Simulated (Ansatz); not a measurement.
# TiNH₂+ (septet): wave-function methods side by side, def2-SVP

How much of the correlation energy of TiNH₂+ (septet) does each wave-function method recover here?

Computed with Ansatz 0.2.0, Gaussian basis. Level: def2-SVP, core rule «outside noble gas», up to 10 orbitals frozen.

The runs, in order: UHF; CCSD(T) on ROHF; CCSD(T) on UHF; CISD as a restricted active space (open shells left free, so some higher excitations enter); CCSDT(Q) on ROHF; CCSDT(Q) on UHF.

25 further runs of the same task are left out: 11 for a known fault of the program, 5 that didn't finish, 9 set aside as unsound or not needed. Runs told in other sessions of the task aren't counted.

## Step 1: What is computed

The geometry is a PBE0/def2-TZVP stationary point (not a proven minimum) of the parent state, kept for this charge and spin.

4 atoms, charge 1, spin multiplicity 7.

Atoms are counted from 1 here; the program's logs count them from 0.

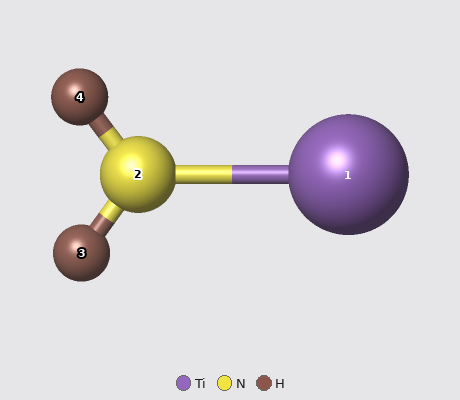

The geometry (titanium purple, nitrogen yellow, hydrogen brown); atoms are numbered from 1 in the order of the file.

In the tables R marks a restricted open-shell determinant and U an unrestricted one; energies count from the table's Hartree-Fock row.

## Step 2: UHF

File in.yaml:

```yaml
crystal:
  periodic: [false, false, false]
  atoms:
    - {symbol: Ti, position_ang: [0.000000, -0.000006, 0.574128]}
    - {symbol: N, position_ang: [0.000000, -0.000668, -1.638816]}
    - {symbol: H, position_ang: [0.000000, 0.829097, -2.237756]}
    - {symbol: H, position_ang: [0.000000, -0.819548, -2.253941]}
basis:
  gaussian: {orbitals: def2-SVP}
total_charge: 1
magnetization: {spin_polarized: true, initial_magnetization: 6}
hamiltonian: {xc: hf}
output: {orbitals: {seedname: orbitals}}
```

On the command line:

```
$ ansatz run in.yaml --threads 1 --pin off --events-out ev --progress --plain --max-ram 2393MiB
```

The log of the run:

```text
Functional definition: HF
  name "HF"
  cite "Fock, Z. Phys. 61, 126 (1930) doi:10.1007/BF01340294"
  parent pbe
  exchange = exact_x
  correlation = 0
597 factors; integrals over basis functions are off by at most 1.5e-3 eV
mean field evaluation 1: about -24579.3188 eV, gradient 1.6e1 eV
mean field evaluation 2: about -24579.4241 eV, gradient 1.6e1 eV
mean field evaluation 4: about -24581.1284 eV, gradient 1.8e0 eV
mean field evaluation 8: about -24581.2208 eV, gradient 3.4e-1 eV
mean field evaluation 16: about -24581.2408 eV, gradient 2.5e-5 eV
mean field evaluation 32: about -24581.2394 eV, gradient 3.6e-3 eV
mean field evaluation 64: about -24581.2273 eV, gradient 2.9e-1 eV
mean field evaluation 96: about -24580.4708 eV, gradient 1.1e0 eV
mean field evaluation 128: about -24580.9443 eV, gradient 9.5e-1 eV
mean field evaluation 160: about -24579.1806 eV, gradient 1.8e0 eV
mean field evaluation 192: about -24581.2380 eV, gradient 5.3e-3 eV
mean field evaluation 224: about -24580.4376 eV, gradient 1.2e0 eV
mean field evaluation 256: about -24580.8258 eV, gradient 4.4e0 eV
mean field evaluation 288: about -24581.2408 eV, gradient 4.6e-5 eV
mean field evaluation 320: about -24580.6185 eV, gradient 7.3e-1 eV
mean field evaluation 352: about -24568.0129 eV, gradient 2.5e1 eV
mean field -24581.24079428 eV, -903.3439374262 hartree, gradient 4.2e-6 eV, S^2 12.012526; 11 other end points of the search recorded, 0 dependent functions left out
reference -24581.24079428 eV, -903.3439374262 hartree; 18, 12 occupied and 37, 43 virtual orbitals, 597 factors
Total energy: -24581.24079428 eV, -903.3439374262 hartree
```

Wall time 3.5 s (1 thread of Arm Neoverse V2, shared host).

From the report: ⟨S²⟩ of the determinant 12.013 (pure septet: 12.00).

## Step 3: CCSD(T) on ROHF

in.yaml, as its differences from that of step 2:

```diff
@@ -10,4 +10,3 @@
 total_charge: 1
-magnetization: {spin_polarized: true, initial_magnetization: 6}
-hamiltonian: {xc: hf}
-output: {orbitals: {seedname: orbitals}}
+magnetization: {spin_polarized: false, initial_magnetization: 6}
+correlation: {method: ccsd_t, electrons: outside_noble_gas}
```

The command is unchanged.

The log of the run, cut to the lines that bear on the results:

```text
Functional definition: HF
  name "HF"
  cite "Fock, Z. Phys. 61, 126 (1930) doi:10.1007/BF01340294"
  parent pbe
[...]
597 factors; integrals over basis functions are off by at most 1.5e-3 eV
[...]
mean field -24581.03016141 eV, -903.3361968112 hartree, gradient 6.2e-6 eV, S^2 12.000000; 27 other end points of the search recorded, 0 dependent functions left out
[...]
determinant -24581.03016141 eV, -903.3361968112 hartree, with singles and doubles -24585.46127595 eV, -903.4990372668 hartree
determinant -24581.02726680 eV, -903.3360904361 hartree, with singles and doubles -24585.45750457 eV, -903.4988986714 hartree
determinant -24580.61760885 eV, -903.3210357840 hartree, with singles and doubles -24585.05165250 eV, -903.4839838829 hartree
determinant -24580.39323822 eV, -903.3127903156 hartree, with singles and doubles -24584.78532903 eV, -903.4741966758 hartree
[...]
determinant -24578.65738807 eV, -903.2489989990 hartree, with singles and doubles -24583.29064956 eV, -903.4192682184 hartree
determinant -24581.03016141 eV, -903.3361968112 hartree, with singles and doubles -24585.46170988 eV, -903.4990532135 hartree
determinant -24581.02726680 eV, -903.3360904361 hartree, with singles and doubles -24585.45787319 eV, -903.4989122177 hartree
determinant -24580.61760885 eV, -903.3210357840 hartree, with singles and doubles -24585.05335523 eV, -903.4840464571 hartree
10 core orbitals not correlated: weight in the atoms' cores, before any rotation towards them, 0.991 or more for the frozen orbitals, at most 0.007 for the correlated occupied ones
reference -24581.03016141 eV, -903.3361968112 hartree; 8, 2 occupied and 37, 43 virtual orbitals, 597 factors
second order -3.62089157 eV of doubles, -0.08248085 eV of singles
cycle   1  -4.43155128 eV  change   -2.8e-6 eV  update   5.7e-6
perturbative correction -0.07269261 eV, -0.0026714042 hartree
Total energy: -24585.53440530 eV, -903.5017247210 hartree
```

It took 24 s on 1 thread of Arm Neoverse V2, shared host.

From the report: correlation -4.5042 eV; T1 0.023; largest double amplitude 0.03.

## Step 4: CCSD(T) on UHF

in.yaml, as its differences from that of step 3:

```diff
@@ -10,3 +10,3 @@
 total_charge: 1
-magnetization: {spin_polarized: false, initial_magnetization: 6}
+magnetization: {spin_polarized: true, initial_magnetization: 6}
 correlation: {method: ccsd_t, electrons: outside_noble_gas}
```

Same command.

The log of the run, cut to the lines that bear on the results:

```text
Functional definition: HF
  name "HF"
  cite "Fock, Z. Phys. 61, 126 (1930) doi:10.1007/BF01340294"
  parent pbe
[...]
597 factors; integrals over basis functions are off by at most 1.5e-3 eV
[...]
mean field -24581.24079428 eV, -903.3439374262 hartree, gradient 2.1e-6 eV, S^2 12.012526; 26 other end points of the search recorded, 0 dependent functions left out
determinant -24581.24079428 eV, -903.3439374262 hartree, with singles and doubles -24585.53122057 eV, -903.5016076843 hartree
determinant -24581.23798297 eV, -903.3438341128 hartree, with singles and doubles -24585.52748685 eV, -903.5014704725 hartree
determinant -24580.82319357 eV, -903.3285908832 hartree, with singles and doubles -24585.12024941 eV, -903.4865047728 hartree
determinant -24580.61326674 eV, -903.3208762146 hartree, with singles and doubles -24584.85550449 eV, -903.4767755765 hartree
[...]
determinant -24578.87422713 eV, -903.2569676875 hartree, with singles and doubles -24583.35762195 eV, -903.4217294084 hartree
determinant -24581.24079428 eV, -903.3439374262 hartree, with singles and doubles -24585.53124954 eV, -903.5016087489 hartree
determinant -24581.23798297 eV, -903.3438341128 hartree, with singles and doubles -24585.52746620 eV, -903.5014697136 hartree
determinant -24580.82319357 eV, -903.3285908832 hartree, with singles and doubles -24585.12101134 eV, -903.4865327731 hartree
10 core orbitals not correlated: weight in the atoms' cores, before any rotation towards them, 0.991 or more for the frozen orbitals, at most 0.007 for the correlated occupied ones
reference -24581.24079428 eV, -903.3439374262 hartree; 8, 2 occupied and 37, 43 virtual orbitals, 597 factors
second order -3.56744262 eV of doubles, -0.00000000 eV of singles
cycle   1  -4.29045793 eV  change   -2.7e-6 eV  update   4.5e-6
perturbative correction -0.07151451 eV, -0.0026281098 hartree
Total energy: -24585.60276672 eV, -903.5042369567 hartree
```

It took 22 s on 1 thread of Arm Neoverse V2, shared host.

From the report: ⟨S²⟩ of the determinant 12.013 (pure septet: 12.00); correlation -4.3620 eV; T1 0.021; largest double amplitude 0.03.

## Step 5: CISD as a restricted active space (open shells left free, so some higher excitations enter)

in.yaml, as its differences from that of step 4:

```diff
@@ -10,3 +10,3 @@
 total_charge: 1
-magnetization: {spin_polarized: true, initial_magnetization: 6}
-correlation: {method: ccsd_t, electrons: outside_noble_gas}
+magnetization: {spin_polarized: false, initial_magnetization: 6}
+correlation: {active_space: {ras: {orbitals: [2, 6, 37], electrons: 10, max_holes: 2, max_particles: 2}, fixed_orbitals: true}}
```

Same command.

The log of the run, cut to the lines that bear on the results:

```text
Functional definition: HF
  name "HF"
  cite "Fock, Z. Phys. 61, 126 (1930) doi:10.1007/BF01340294"
  parent pbe
[...]
597 factors; integrals over basis functions are off by at most 1.5e-3 eV
[...]
mean field -24581.03016141 eV, -903.3361968112 hartree, gradient 6.2e-6 eV, S^2 12.000000; 17 other end points of the search recorded, 0 dependent functions left out
reference -24581.03016141 eV, -903.3361968112 hartree; 18, 12 occupied and 37, 43 virtual orbitals, 597 factors
state -24585.29071706 eV, -903.4927693435 hartree
Total energy: -24585.29071706 eV, -903.4927693435 hartree
```

Wall time 14 s (1 thread of Arm Neoverse V2, shared host).

From the report: 233,572 determinants.

## Step 6: CCSDT(Q) on ROHF

in.yaml, as its differences from that of step 5:

```diff
@@ -11,2 +11,2 @@
 magnetization: {spin_polarized: false, initial_magnetization: 6}
-correlation: {active_space: {ras: {orbitals: [2, 6, 37], electrons: 10, max_holes: 2, max_particles: 2}, fixed_orbitals: true}}
+correlation: {method: ccsdt_q, electrons: outside_noble_gas}
```

The command is unchanged.

The log of the run, cut to the lines that bear on the results:

```text
Functional definition: HF
  name "HF"
  cite "Fock, Z. Phys. 61, 126 (1930) doi:10.1007/BF01340294"
  parent pbe
[...]
1070 factors; integrals over basis functions are off by at most 2.1e-7 eV
[...]
mean field -24581.03022471 eV, -903.3361991373 hartree, gradient 8.0e-6 eV, S^2 12.000000; 27 other end points of the search recorded, 0 dependent functions left out
[...]
determinant -24581.03022471 eV, -903.3361991373 hartree, with singles and doubles -24585.46135260 eV, -903.4990400837 hartree
determinant -24581.02732990 eV, -903.3360927553 hartree, with singles and doubles -24585.45758095 eV, -903.4989014782 hartree
determinant -24580.61766769 eV, -903.3210379466 hartree, with singles and doubles -24585.05172038 eV, -903.4839863772 hartree
determinant -24580.39329544 eV, -903.3127924185 hartree, with singles and doubles -24584.78539459 eV, -903.4741990850 hartree
[...]
determinant -24581.03022471 eV, -903.3361991373 hartree, with singles and doubles -24585.46178701 eV, -903.4990560481 hartree
determinant -24581.02732990 eV, -903.3360927553 hartree, with singles and doubles -24585.45794995 eV, -903.4989150388 hartree
determinant -24580.61766769 eV, -903.3210379466 hartree, with singles and doubles -24585.05342374 eV, -903.4840489746 hartree
10 core orbitals not correlated: weight in the atoms' cores, before any rotation towards them, 0.991 or more for the frozen orbitals, at most 0.007 for the correlated occupied ones
reference -24581.03022471 eV, -903.3361991373 hartree; 8, 2 occupied and 37, 43 virtual orbitals, 1070 factors
second order -3.62090593 eV of doubles, -0.08248071 eV of singles
cycle   1  -4.22981803 eV  change   -5.2e-1 eV  update   5.4e-2
[...]
cycle  33  -4.52254974 eV  change    5.1e-7 eV  update   1.2e-6
perturbative correction -0.00355859 eV, -0.0001307759 hartree
Total energy: -24585.55633304 eV, -903.5025305505 hartree
```

Wall time 67 s (1 thread of Arm Neoverse V2, shared host); peak memory 0.42 GiB.

From the report: correlation -4.5261 eV; T1 0.024; largest double amplitude 0.05.

## Step 7: CCSDT(Q) on UHF

in.yaml, as its differences from that of step 6:

```diff
@@ -10,3 +10,3 @@
 total_charge: 1
-magnetization: {spin_polarized: false, initial_magnetization: 6}
+magnetization: {spin_polarized: true, initial_magnetization: 6}
 correlation: {method: ccsdt_q, electrons: outside_noble_gas}
```

Same command.

The log of the run, cut to the lines that bear on the results:

```text
Functional definition: HF
  name "HF"
  cite "Fock, Z. Phys. 61, 126 (1930) doi:10.1007/BF01340294"
  parent pbe
[...]
1070 factors; integrals over basis functions are off by at most 2.1e-7 eV
[...]
mean field -24581.24085809 eV, -903.3439397712 hartree, gradient 2.6e-6 eV, S^2 12.012526; 26 other end points of the search recorded, 0 dependent functions left out
determinant -24581.24085809 eV, -903.3439397712 hartree, with singles and doubles -24585.53129779 eV, -903.5016105220 hartree
determinant -24581.23804664 eV, -903.3438364525 hartree, with singles and doubles -24585.52756411 eV, -903.5014733120 hartree
determinant -24580.82325268 eV, -903.3285930555 hartree, with singles and doubles -24585.12031809 eV, -903.4865072968 hartree
determinant -24580.55019629 eV, -903.3185584184 hartree, with singles and doubles -24584.91607979 eV, -903.4790016775 hartree
[...]
determinant -24581.24085809 eV, -903.3439397712 hartree, with singles and doubles -24585.53132710 eV, -903.5016115993 hartree
determinant -24581.23804664 eV, -903.3438364525 hartree, with singles and doubles -24585.52754368 eV, -903.5014725610 hartree
determinant -24580.82325268 eV, -903.3285930555 hartree, with singles and doubles -24585.12107986 eV, -903.4865352912 hartree
10 core orbitals not correlated: weight in the atoms' cores, before any rotation towards them, 0.991 or more for the frozen orbitals, at most 0.007 for the correlated occupied ones
reference -24581.24085809 eV, -903.3439397712 hartree; 8, 2 occupied and 37, 43 virtual orbitals, 1070 factors
second order -3.56745698 eV of doubles, -0.00000000 eV of singles
cycle   1  -4.08238148 eV  change   -5.1e-1 eV  update   5.4e-2
[...]
cycle  28  -4.38037345 eV  change    7.1e-7 eV  update   1.2e-6
perturbative correction -0.00365563 eV, -0.0001343420 hartree
Total energy: -24585.62488717 eV, -903.5050498682 hartree
```

It took 58 s on 1 thread of Arm Neoverse V2, shared host; peak memory 0.37 GiB.

From the report: ⟨S²⟩ of the determinant 12.013 (pure septet: 12.00); correlation -4.3840 eV; T1 0.022; largest double amplitude 0.05.

## Step 8: All levels against the top one

No level here is safe as a reference; RCCSDT(Q) serves as a yardstick only. Rows without a time are mean-field rows or come out of runs for another level: lower rungs of the coupled-cluster runs, or the Hartree-Fock search.

| method | energy from the lowest ROHF (kJ/mol) | from RCCSDT(Q) (kJ/mol) | time |
| --- | --- | --- | --- |
| ROHF | 0.0 | +436.7 |  |
| UHF | -20.3 | +416.4 |  |
| RMP2 | -357.3 | +79.4 |  |
| UMP2 | -364.5 | +72.2 |  |
| RCCSD | -427.6 | +9.1 |  |
| UCCSD | -434.3 | +2.4 |  |
| RCCSD(T) | -434.6 | +2.1 | 24 s |
| UCCSD(T) | -441.2 | -4.5 | 22 s |
| RCCSDT | -436.4 | +0.3 |  |
| UCCSDT | -443.0 | -6.3 |  |
| RCCSDT(Q) | -436.7 | 0 | 67 s |
| UCCSDT(Q) | -443.3 | -6.6 | 58 s |

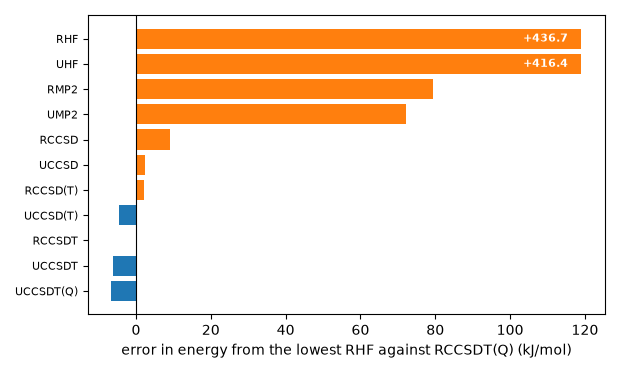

How far each level lands from RCCSDT(Q). Bars with a number in them are cut short.

Not comparable, so not listed: CISD as a restricted active space (open shells left free, so some higher excitations enter) (they don't share determinant, frozen orbitals or solution with the rows shown, or repeat one).

## Step 9: Results

| quantity | value |
| --- | --- |
| RCCSDT(Q) from the ROHF energy | -4.5262 eV |
| RMP2 from RCCSDT(Q) | +79.4 kJ/mol |
| UMP2 from RCCSDT(Q) | +72.2 kJ/mol |
| RCCSD from RCCSDT(Q) | +9.1 kJ/mol |
| RCCSD(T) from RCCSDT(Q) | +2.1 kJ/mol |
| UCCSD(T) from RCCSDT(Q) | -4.5 kJ/mol |
| UCCSDT(Q) from RCCSDT(Q) | -6.6 kJ/mol |
| T1 diagnostic | 0.023 |

In words: RCCSD(T) lands +2.1 kJ/mol from the yardstick (0.5 % of the correlation energy). CCSD(T) misses by +2.1 kJ/mol on the restricted determinant and by -4.5 kJ/mol on the unrestricted one; the two need not hold the same state or core.
